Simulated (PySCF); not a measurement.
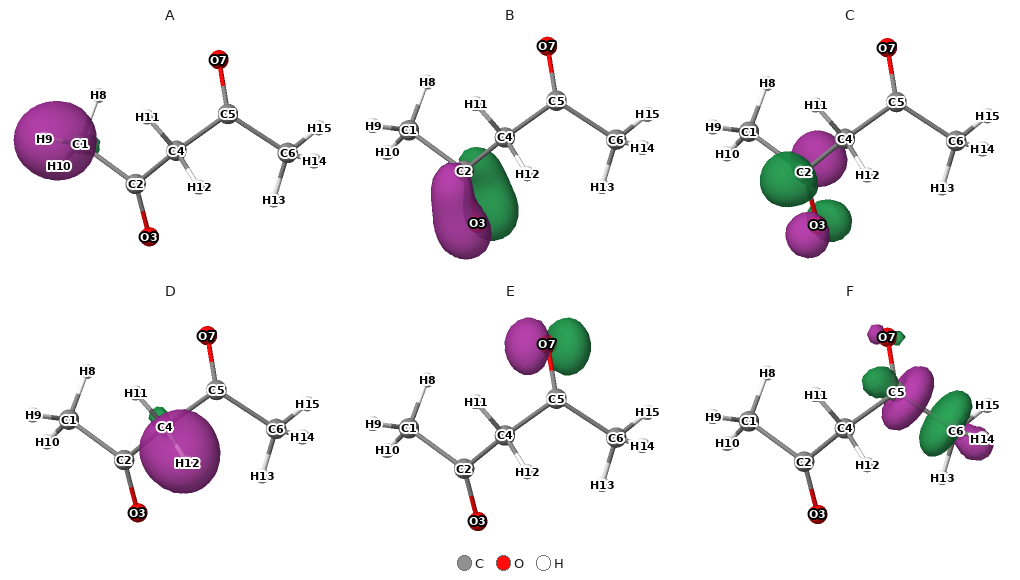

*C5H8O2, SMILES `CC(=O)CC(C)=O`. Intrinsic bond orbitals (IBO), occupied and valence-virtual; each surface holds about 70 % of the orbital's density. Energies are diagonal elements of the Fock matrix.*

Computed with PySCF, HF/cc-pVDZ, geometry: GFN2-xTB. No frequency check shows the geometry to be a minimum.

Input

```python
import numpy as np
from pyscf import gto, scf, dft, lo
from pyscf.data.elements import chemcore

def solve(mol, dm0=None, hcore=None):
    mf = scf.UHF(mol) if mol.spin else scf.RHF(mol)
    mf = mf.density_fit(auxbasis='def2-universal-jkfit')
    mf.conv_tol, mf.max_cycle = 1e-8, 80
    if hcore is not None:
        mf.get_hcore = lambda *args: hcore
    mf.kernel(dm0)
    if not mf.converged:
        mf = mf.newton().run(mf.mo_coeff, mf.mo_occ, max_cycle=30)
    assert mf.converged, 'SCF not converged'
    return mf

mol = gto.M(atom='''
C     -1.96592     0.89054    -0.29176
C     -1.16448    -0.31306     0.10066
O     -1.36207    -1.42760    -0.30763
C     -0.00016     0.00030     1.03202
C      1.16452     0.31300     0.10065
C      1.96597    -0.89063    -0.29163
O      1.36212     1.42751    -0.30774
H     -1.28803     1.67933    -0.61456
H     -2.52086     1.25592     0.57058
H     -2.66266     0.64295    -1.08810
H     -0.22534     0.87144     1.64346
H      0.22534    -0.87135     1.64355
H      1.28808    -1.67945    -0.61437
H      2.52089    -1.25593     0.57075
H      2.66271    -0.64312    -1.08798
''', basis='cc-pvdz', charge=0, spin=0, verbose=4)
mf = solve(mol)
occ_all = mf.mo_coeff[:, mf.mo_occ > 0]
occ = occ_all[:, chemcore(mol):]
loc = lo.ibo.ibo(mol, occ, iaos=lo.iao.iao(mol, occ_all))
fock, s = mf.get_fock(), mf.get_ovlp()
ortho = lo.orth_ao(mol, 'meta_lowdin')
ortho = lo.vec_lowdin(lo.iao.iao(mol, occ_all), s)
labels = lo.iao.reference_mol(mol).ao_labels(fmt=None)
vir = lo.vvo.livvo(mol, occ_all, mf.mo_coeff[:, mf.mo_occ == 0])
both = np.hstack([loc, vir])
p = (ortho.T @ s @ both) ** 2
pop = np.array([p[[l[0] == a for l in labels]].sum(0) for a in range(mol.natm)])
spd = np.array([[p[[l[0] == a and l[2][-1] == k for l in labels]].sum(0) for k in 'spd'] for a in range(mol.natm)])
eps = np.einsum('pi,pq,qi->i', both, fock, both)
for i in np.argsort(eps):
    top = np.argsort(-pop[:, i])[:3]
    print('%3d %s %9.4f Eh ' % (i + 1, 'occ' if i < loc.shape[1] else 'vir', eps[i]), '  '.join('%s%d %.3f' % (mol.atom_symbol(a), a + 1, pop[a, i]) for a in top))
np.savez('result.npz', c=both, nocc=loc.shape[1], pop=pop, spd=spd, eps=eps, e=mf.e_tot)
```

Command:

```sh
OMP_NUM_THREADS=1 python input.py
```

The run took 1.8 s on 1 thread of Intel(R) Xeon(R) 6975P-C (Granite Rapids), with other jobs on the host, peak memory 0.21 GiB.

Q: Identify each orbital.

A: By panel:
- A: σ bond C1–H9 (C1 56 %, H9 42 %; −18.5 eV)
- B: π bond O3–C2 (O3 68 %, C2 31 %; −14.4 eV)
- C: π* orbital C2–O3, mostly on C2 (C2 66 %, O3 31 %; 6.8 eV)
- D: σ bond C4–H12 (C4 57 %, H12 42 %; −18.8 eV)
- E: lone pair on O7 (p-type) (O7 95 %; −13.7 eV)
- F: σ* orbital C6–C5 (C6 49 %, C5 48 %; 17.2 eV)
